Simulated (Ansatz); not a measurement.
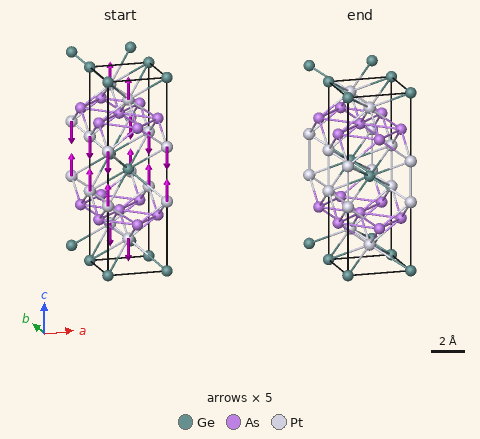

The structure of a crystal of GeAs2Pt2 (built on the BaCu2S2-139 type type) before (left) and after (right) a relaxation, at one scale. The purple arrows give the displacements (the part carried along by the change of the cell is left out), magnified 5 times.

The picture is a ball-and-stick view of the conventional cell (2 times the calculation's cell), repeated 1 × 2 × 1 with one cell outlined, seen slightly off an axis. Lengths and directions refer to the drawn axes.

The calculation used DFT, PBEsol, plane waves, PAW in Ansatz.

The input:
```yaml
crystal:
  lattice:
    - [-1.89759446, 1.89759446, 6.15202368]
    - [1.89759446, -1.89759446, 6.15202368]
    - [1.89759446, 1.89759446, -6.15202368]
  atoms:
    - { symbol: Ge, position: [0.0, 0.0, 0.0] }
    - { symbol: As, position: [0.75, 0.25, 0.5] }
    - { symbol: As, position: [0.25, 0.75, 0.5] }
    - { symbol: Pt, position: [0.64101112, 0.64101112, 0.0] }
    - { symbol: Pt, position: [0.35898888, 0.35898888, 0.0] }
kpoints:
  mp_grid: { grid: [8, 8, 8] }
hamiltonian:
  xc: pbesol
scf:
  occupations: { method: fermi_dirac, width: 0.03 }
relax:
  f_tol: 0.01
  cell: {}
  max_steps: 120
```

Command:
```bash
ansatz run input.yaml --threads 2 --pin off --max-ram 2211MiB --backend cpu --events-out ev --progress --plain --runs-dir out
```

What changed between the two?

The energy falls by 2.570 eV per cell of the calculation in 6 accepted moves (8 points after the start). Largest force component: 5.3 eV/Å at the start, 0.00019 eV/Å at the end. The pressure goes from 26.51 to 0.00 GPa. At 2 points the geometry stayed and the basis and grid were re-selected for the new cell (energy shift of 1.9 meV per cell of the calculation at most each time). The largest moves relative to the cell, 0.29 Å, are those of Pt4 and Pt5. Pt5 goes along +c. As and Ge stay in place. The volume changes by +4.2 %, with a = b 3.795 → 4.040 Å (+6.5 %), c 12.304 → 11.312 Å (−8.1 %). Among the contacts that change: Pt4–Pt5 3.470 → 2.602 Å, As2–Pt4 2.324 → 2.532 Å, As2–As3 2.684 → 2.857 Å, Ge1–Pt4 3.196 → 3.139 Å. New bonds form, among them: Pt4–Pt5 (3.47 → 2.60 Å). Bond angles that change, for instance: As2–Pt4–As2 109.5° → 105.8°. The space group stays I4/mmm (No. 139). Cost: 64 s on 2 threads of Arm Neoverse V2, on a shared host, peak memory 0.52 GiB.
